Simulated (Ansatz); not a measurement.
# CH7FSi: molecular dynamics

Aim: follow the atoms for 60 steps of 0.75 fs at constant energy, with velocities drawn for 200 K, and see to which side of the barrier the system falls.

Method: revPBE-D4/cc-pVDZ; program: Ansatz 0.2.0, Gaussian basis.

1 further run of the same task is left out (it didn't finish).

### 1 The system as given

The start, a first-order saddle point found at PBE0-D4 in triple zeta: 10 atoms, charge 0, spin multiplicity 1.

Atoms are counted from 1 here; the program's logs count them from 0.

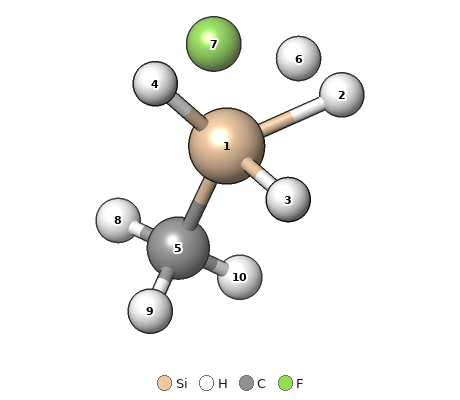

Start geometry, drawn with silicon light orange, hydrogen white, carbon grey, fluorine green; atoms are numbered from 1 in the order of the file.

As a file:

```xyz
10
CH7FSi
Si   -0.1024   -0.6671    0.0911
H     1.4859   -1.0820   -0.3706
H    -0.4521   -1.5115   -1.0991
H    -0.7113   -1.4019    1.2207
C    -0.6865    1.0425   -0.3365
H     1.6589   -0.5880    0.4370
F     1.2153    0.0390    1.3750
H    -0.7035    1.6892    0.5402
H    -1.6841    0.9892   -0.7794
H    -0.0203    1.4907   -1.0784
```

### 2 Dynamics

md/in.yaml

```yaml
crystal:
  periodic: [false, false, false]
  atoms:
    - {symbol: Si, position_ang: [-0.102403, -0.667137, 0.091072]}
    - {symbol: H, position_ang: [1.485891, -1.082040, -0.370643]}
    - {symbol: H, position_ang: [-0.452056, -1.511465, -1.099054]}
    - {symbol: H, position_ang: [-0.711290, -1.401898, 1.220684]}
    - {symbol: C, position_ang: [-0.686489, 1.042457, -0.336450]}
    - {symbol: H, position_ang: [1.658949, -0.587969, 0.437041]}
    - {symbol: F, position_ang: [1.215331, 0.038962, 1.374985]}
    - {symbol: H, position_ang: [-0.703466, 1.689232, 0.540210]}
    - {symbol: H, position_ang: [-1.684107, 0.989196, -0.779403]}
    - {symbol: H, position_ang: [-0.020261, 1.490662, -1.078444]}
basis:
  gaussian: {orbitals: cc-pVDZ}
hamiltonian: {xc: {name: revPBE}, dispersion: d4}
md: {n_steps: 60, timestep: 0.75, temperature: 200, ensemble: nve, seed: 492, initial_velocities: maxwell_boltzmann}
```

Run with:

```sh
> ansatz run in.yaml --threads 2 --pin off --events-out ev --progress --plain --max-ram 4352MiB
```

Q: Predict the outcome of this session. Wanted: temperature at the start; mean temperature, second half; lowest and highest potential energy, from the first frame; largest change of potential + kinetic; bonds lost by distance; bonds made by distance.

**Answer**, as computed:

| quantity | value |
| --- | --- |
| length | 60 steps, 45.0 fs |
| temperature at the start | 200 K |
| mean temperature, second half | 979 K |
| lowest and highest potential energy, from the first frame | -909 and 34 meV |
| largest change of potential + kinetic | 2.2 meV |
| bonds lost by distance | Si1–F7 |
| bonds made by distance | H6–F7 |

**Reading.** By the last frame it has moved back towards the start side of the step. The system runs downhill by 0.91 eV, and that energy turns into motion. With no thermostat the total energy should stay fixed; it holds within 2.2 meV, small beside the kinetic energy, so the time step serves. The temperature runs between 168 and 1077 K.
